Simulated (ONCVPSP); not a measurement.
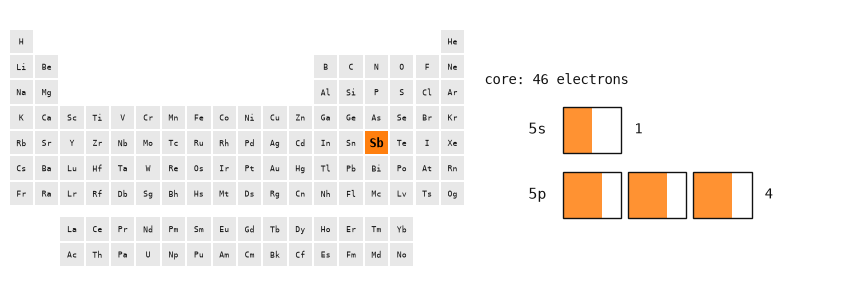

Fig. 1: Left, the place of antimony in the periodic table; right, the valence shells of the reference configuration: a box for each of the 2l + 1 orbitals, shaded by the share of the shell that is filled, with the electron count at the right.

**Sb: pseudopotential generation (part 1 of 2)**

- system: antimony (Sb, Z = 51), core [Kr] 4d10, reference valence 5s1 5p4, valence charge 5.
- method: ONCV potential, PBE, fully relativistic, made with ONCVPSP 4.0.1

### Summary

- outcome: generated, with a ghost state
- cutoffs needed: 72 Ha and 85 Ha (the cutoffs at which the residual kinetic energy of the hardest occupied pseudo-wave falls to 1 and 0.1 mHa per electron)
- ghost test: GHOST(-) flagged for s at -246.1 eV; GHOST(+) flagged for s at 85.3 eV, p3/2 at 240.9 eV, p1/2 at 265.4 eV (flags above 300 eV left out)
- largest excitation error: -19 meV (all-electron minus pseudo) for 5s2 5p1, out of 4 test configurations
- rms error of d²Exc/dni dnj: 9.67 mHa without and 2.43 mHa with the model core
- clearest signs, in the scattering phases, of states that the all-electron atom lacks: s near 3.1 Ha
- range over which the phases arctan(r R′/R) at the test radius agree within 0.05 rad (a looser test near the poles than one of phase shifts): s: up to about 2.6 Ha; p3/2: over the whole range computed; p1/2: over the whole range computed; d5/2: not judged, local potential alone; d3/2: not judged, local potential alone; f7/2: not judged, local potential alone; f5/2: not judged, local potential alone
- hardware: 1 CPU thread, shared host
- wall time: 4 s

### Notes

The potential has a bound ghost state, so it can't be used as it stands.

### The input
```
# ATOM AND REFERENCE CONFIGURATION
# atsym  z   nc   nv     iexc    psfile
  Sb 51.00    9    2        4      upf
#
#   n    l    f
    1    0    2.00
    2    0    2.00
    2    1    6.00
    3    0    2.00
    3    1    6.00
    3    2   10.00
    4    0    2.00
    4    1    6.00
    4    2   10.00
    5    0    1.00
    5    1    4.00
#
# PSEUDOPOTENTIAL AND OPTIMIZATION
# lmax
    1
#
#   l,   rc,      ep,       ncon, nbas, qcut
    0    1.45    0.00    3    7    4.00
    1    2.40    0.00    5    8    4.00
#
# LOCAL POTENTIAL
# lloc, lpopt,  rc(5),   dvloc0
    4    5    1.40    3.00
#
# VANDERBILT-KLEINMAN-BYLANDER PROJECTORs
# l, nproj, debl
    0    2    1.10
    1    3    3.60
#
# MODEL CORE CHARGE
# icmod, fcfact, rcfact
    1    0.55    0.00
#
# LOG DERIVATIVE ANALYSIS
# epsh1, epsh2, depsh
   -2.00    5.00    0.02
#
# OUTPUT GRID
# rlmax, drl
    6.00    0.01
#
# TEST CONFIGURATIONS
# ncnf
    4
# nvcnf
#   n    l    f
    2
    5    0    2.00
    5    1    3.00
#
    2
    5    0    2.00
    5    1    2.00
#
    2
    5    0    2.00
    5    1    1.00
#
    2
    5    0    1.00
    5    1    3.00
#
```

Run as:
```bash
oncvpspr.x < Sb.dat > Sb.out
```

### Output (extracts)
```
ONCVPSP  (Optimized Norm-Conservinng Vanderbilt PSeudopotential)
relativistic version 4.0.1

#   n    l    f        energy (Ha)
    1    0    2.00    -1.1130107D+03
    2    0    2.00    -1.6935874D+02
    2    1    6.00    -1.4918500D+02    -1.5843911D+02
    3    0    2.00    -3.3248219D+01
    3    1    6.00    -2.7078635D+01    -2.8786221D+01
    3    2   10.00    -1.8848041D+01    -1.9202885D+01
    4    0    2.00    -5.5185250D+00
    4    1    6.00    -3.6941032D+00    -4.0097948D+00
    4    2   10.00    -1.2629897D+00    -1.3088422D+00
    5    0    1.00    -5.0020355D-01
    5    1    4.00    -1.9124875D-01    -2.1500972D-01

Reference configufation results
  iterations    26
  all-electron total energy (Ha)   -6.48319985D+03

Begin loop to  construct optimized pseudo wave functions
and semi-local pseudopoentials for all angular momenta

   Wellstate for l =  0  n =  6 kap= -1
     eigenvalue =   0.5998
     asymptotic potential =   1.0998
     half-point radius =  3.9712

Calculating optimized projector #   1

 for l=   0

    Fraction of norm inside rc  0.135171
    Optimizing pswf for qcut=   3.99 a_B^-1,  ecut=   7.95 Ha
    Residual kinetic energy error=  1.32D-02 Ha

    Energy error per electron        Cutoff
         Ha          eV             Ha
         0.01000     0.27211       11.67
         0.00100     0.02721       72.12
         0.00010     0.00272       85.14
         0.00001     0.00027      140.73

Calculating optimized projector #   2

 for l=   0

    Fraction of norm inside rc  0.079722
    Optimizing pswf for qcut=   3.99 a_B^-1,  ecut=   7.95 Ha
    Residual kinetic energy error=  2.62D-03 Ha

    Energy error per electron        Cutoff
         Ha          eV             Ha
         0.01000     0.27211        5.48
         0.00100     0.02721       44.56
         0.00010     0.00272      108.05
         0.00001     0.00027      140.86

   Wellstate for l =  1  n =  8 kap= -2
     eigenvalue =   3.4088
     asymptotic potential =   3.9088
     half-point radius =  4.4427

   Wellstate for l =  1  n =  9 kap= -2
     eigenvalue =   7.0088
     asymptotic potential =   7.5088
     half-point radius =  3.8990

Calculating optimized projector #   1

 for l=   1

    Fraction of norm inside rc  0.376432
    Optimizing pswf for qcut=   4.00 a_B^-1,  ecut=   7.98 Ha
    Residual kinetic energy error=  1.96D-04 Ha

    Energy error per electron        Cutoff
         Ha          eV             Ha
         0.01000     0.27211        2.46
         0.00100     0.02721        6.41
         0.00010     0.00272        9.77
         0.00001     0.00027       26.46

Calculating optimized projector #   2

 for l=   1

    Fraction of norm inside rc  0.135585
    Optimizing pswf for qcut=   4.00 a_B^-1,  ecut=   7.98 Ha
    Residual kinetic energy error=  1.20D-02 Ha

    Energy error per electron        Cutoff
         Ha          eV             Ha
         0.01000     0.27211        8.18
         0.00100     0.02721       15.31
         0.00010     0.00272       29.62
         0.00001     0.00027       34.97

Calculating optimized projector #   3

 for l=   1

    Fraction of norm inside rc  0.119791
    Optimizing pswf for qcut=   4.00 a_B^-1,  ecut=   7.98 Ha
    Residual kinetic energy error=  2.45D-01 Ha

    Energy error per electron        Cutoff
         Ha          eV             Ha
         0.01000     0.27211       16.17
         0.00100     0.02721       23.14
         0.00010     0.00272       38.01
         0.00001     0.00027       56.05

   Wellstate for l =  1  n =  8 kap=  1
     eigenvalue =   3.3850

   Wellstate for l =  1  n =  9 kap=  1
     eigenvalue =   6.9842

Calculating optimized projector #   1

 for l=   1

    Fraction of norm inside rc  0.423013
    Optimizing pswf for qcut=   4.00 a_B^-1,  ecut=   7.98 Ha
    Residual kinetic energy error=  3.54D-04 Ha

    Energy error per electron        Cutoff
         Ha          eV             Ha
         0.01000     0.27211        2.85
         0.00100     0.02721        6.81
         0.00010     0.00272       14.65
         0.00001     0.00027       29.88

Calculating optimized projector #   2

 for l=   1

    Fraction of norm inside rc  0.142586
    Optimizing pswf for qcut=   4.00 a_B^-1,  ecut=   7.98 Ha
    Residual kinetic energy error=  1.49D-02 Ha

    Energy error per electron        Cutoff
         Ha          eV             Ha
         0.01000     0.27211        8.44
         0.00100     0.02721       17.71
         0.00010     0.00272       34.15
         0.00001     0.00027       40.08

Calculating optimized projector #   3

 for l=   1

    Fraction of norm inside rc  0.123284
    Optimizing pswf for qcut=   4.00 a_B^-1,  ecut=   7.98 Ha
    Residual kinetic energy error=  2.45D-01 Ha

    Energy error per electron        Cutoff
         Ha          eV             Ha
         0.01000     0.27211       16.51
         0.00100     0.02721       36.41
         0.00010     0.00272       52.64
         0.00001     0.00027       61.34

Construct Vanderbilt / Kleinmman-Bylander projectors

B matrix Hermiticity error, ll=  0  kap= -1
   1   2    7.2322D-05

  Orthonormal projector coefficients -3.8153E+01  4.7997E+00

B matrix Hermiticity error, ll=  1  kap= -2
   1   2    1.5041D-04
   1   3   -1.7730D-04
   2   3    2.4221D-04

  Orthonormal projector coefficients  8.1601E+00  2.4927E+00  3.3340E-01

B matrix Hermiticity error, ll=  1  kap=  1
   1   2    1.5748D-04
   1   3   -1.9569D-04
   2   3    2.4996D-04

  Orthonormal projector coefficients  8.4544E+00  2.8570E+00  4.2611E-01

 Orthonormal scalar projector coefficients, l =  1
  8.2183E+00  2.5979E+00  3.7668E-01  4.0990E-02  2.7388E-03  8.4264E-05

 Orthonormal spin-orbit projector coefficients, l =  1
 -1.1431E+00  4.6624E-01  1.8842E-01 -5.7236E-02  4.7040E-02 -2.2510E-03

Model core correction analysis
  based on d2Exc/dn_idn_j

d2excae - all-electron derivatives

   -1.697539D-02   -9.933336D-03
   -1.064688D-02   -6.738950D-03

d2excps - pseudofunction derivatives with no core correction

   -3.271794D-02   -1.712672D-02
   -1.841808D-02   -1.052897D-02

rms 2nd derivative error    9.673784E-03

Polynomial model core charge

d2excps - pseudofunction derivatives with core correction

   -2.023664D-02   -1.198702D-02
   -1.316871D-02   -8.301323D-03

rms 2nd derivative error    2.431768E-03

Pseudoatom total energy   -5.189220

Diagnostic tests using Vanderbilt-Kleinman-Bylander pseudopotentials
  relativistic with J = L +/- 1/2 projectors

   l  kap   rcore       rmatch      e in        delta e    norm test   slope test

   0  -1   1.4500449   1.4940714  -0.5002036  -0.0000665   0.9999430   1.0002346
   0  -1   1.4500449   1.4940714   0.5997964  -0.0002274   1.0001080   1.0001080

   1  -2   2.4110700   2.4842753  -0.1912488  -0.0000011   1.0000231   1.0000540
   1   1   2.4110700   2.4842753  -0.2150097   0.0000009   1.0000262   1.0000228
   1  -2   2.4110700   2.4842753   3.4087512   0.0000652   1.0002094   1.0002094
   1   1   2.4110700   2.4842753   3.3842454   0.0000629   1.0002062   1.0002062
   1  -2   2.4110700   2.4842753   7.0087513   0.0000364   1.0004500   1.0004500
   1   1   2.4110700   2.4842753   6.9794696   0.0000525   1.0004173   1.0004173

Diagnostic tests using Vanderbilt-Kleinman-Bylander pseudopotentials
  relativistic with scalar and spin-orbit non-local projectors

   l  kap   rcore       rmatch      e in        delta e    norm test   slope test

   0  -1   1.4500449   1.4940714  -0.5002036  -0.0000665   0.9999430   1.0002346
   0  -1   1.4500449   1.4940714   0.5997964  -0.0002274   1.0001080   1.0001080

   1  -2   2.4110700   2.4842753  -0.1912488  -0.0000011   1.0000231   1.0000537
   1   1   2.4110700   2.4842753  -0.2150097   0.0000009   1.0000263   1.0000225
   1  -2   2.4110700   2.4842753   3.4087512   0.0000613   1.0002082   1.0002082
   1   1   2.4110700   2.4842753   3.3842454   0.0000605   1.0002050   1.0002050
   1  -2   2.4110700   2.4842753   7.0087513   0.0000275   1.0004583   1.0004583
   1   1   2.4110700   2.4842753   6.9794696   0.0000402   1.0004252   1.0004252

Ghost test for J = L + 1/2

 Testing for bound ghosts
   n   l    E NL Schr. Eq   E Basis Diag.   E Cutoff

       0                       -9.044814    123.00  WARNING - GHOST(-)
   1   0       -0.500270       -0.474886    123.00

   2   1       -0.191250       -0.188399     67.75

 Testing for highly-localized positive-energy ghosts
       l    <radius>/rc     E Basis Diag.   E Cutoff

       0        0.722345        3.133660    123.00  WARNING - GHOST(+)

       0        0.865104       52.298577    123.00  WARNING - GHOST(+)

       1        0.653368        8.853908     67.75  WARNING - GHOST(+)

Ghost test for J = L - 1/2

 Testing for bound ghosts
   n   l    E NL Schr. Eq   E Basis Diag.   E Cutoff

       0                       -9.044814    123.00  WARNING - GHOST(-)
   1   0       -0.500270       -0.474886    123.00

   2   1       -0.215009       -0.212970     67.75

 Testing for highly-localized positive-energy ghosts
       l    <radius>/rc     E Basis Diag.   E Cutoff

       0        0.722345        3.133660    123.00  WARNING - GHOST(+)

       0        0.865104       52.298577    123.00  WARNING - GHOST(+)

       1        0.625628        9.753304     67.75  WARNING - GHOST(+)

Test configuration 0

   n   l kap    f        eae           eps        diff
   1   0  -1  2.0000-1113.01073133
   2   0  -1  2.0000 -169.35873766
   2   1  -2  4.0000 -149.18500481
   2   1   1  2.0000 -158.43910941
   3   0  -1  2.0000  -33.24821885
   3   1  -2  4.0000  -27.07863495
   3   1   1  2.0000  -28.78622071
   3   2  -3  6.0000  -18.84804075
   3   2   2  4.0000  -19.20288535
   4   0  -1  2.0000   -5.51852495
   4   1  -2  4.0000   -3.69410320
   4   1   1  2.0000   -4.00979478
   4   2  -3  6.0000   -1.26298965
   4   2   2  4.0000   -1.30884222
   5   0  -1  1.0000   -0.50020355   -0.50027004   -6.65E-05
   5   1  -2  2.6667   -0.19124875   -0.19124988   -1.13E-06
   5   1   1  1.3333   -0.21500972   -0.21500884    8.83E-07

    Total energies and differences
      AE_ref= -6.48319985E+03  AE_tst= -6.48319985E+03  dif=  0.00E+00
      PS_ref= -5.18921963E+00  PS_tst= -5.18921963E+00  dif=  2.31E-14
      PSP excitation error= -2.31E-14

Test configuration 1

   n   l kap    f        eae           eps        diff
   1   0  -1  2.0000-1112.95609502
   2   0  -1  2.0000 -169.30541960
   2   1  -2  4.0000 -149.13180808
   2   1   1  2.0000 -158.38590955
   3   0  -1  2.0000  -33.19425364
   3   1  -2  4.0000  -27.02470061
   3   1   1  2.0000  -28.73228212
   3   2  -3  6.0000  -18.79417773
   3   2   2  4.0000  -19.14902710
   4   0  -1  2.0000   -5.46482103
   4   1  -2  4.0000   -3.64075714
   4   1   1  2.0000   -3.95632312
   4   2  -3  6.0000   -1.21191023
   4   2   2  4.0000   -1.25759267
   5   0  -1  2.0000   -0.47108280   -0.46986518    1.22E-03
   5   1  -2  2.0000   -0.17049541   -0.17038977    1.06E-04
   5   1   1  1.0000   -0.19282874   -0.19254509    2.84E-04

    Total energies and differences
      AE_ref= -6.48319985E+03  AE_tst= -6.48349700E+03  dif= -2.97E-01
      PS_ref= -5.18921963E+00  PS_tst= -5.48587279E+00  dif= -2.97E-01
      PSP excitation error= -4.97E-04

Test configuration 2

   n   l kap    f        eae           eps        diff
   1   0  -1  2.0000-1113.27269565
   2   0  -1  2.0000 -169.62049630
   2   1  -2  4.0000 -149.44704571
   2   1   1  2.0000 -158.70121245
   3   0  -1  2.0000  -33.50874947
   3   1  -2  4.0000  -27.33920117
   3   1   1  2.0000  -29.04681018
   3   2  -3  6.0000  -19.10866155
   3   2   2  4.0000  -19.46351889
   4   0  -1  2.0000   -5.77829489
   4   1  -2  4.0000   -3.95413078
   4   1   1  2.0000   -4.26974342
   4   2  -3  6.0000   -1.52433309
   4   2   2  4.0000   -1.57010612
   5   0  -1  2.0000   -0.75802866   -0.75720691    8.22E-04
   5   1  -2  1.3333   -0.43227021   -0.43226023    9.98E-06
   5   1   1  0.6667   -0.45936850   -0.45921054    1.58E-04
```

(Continued in part 2.)
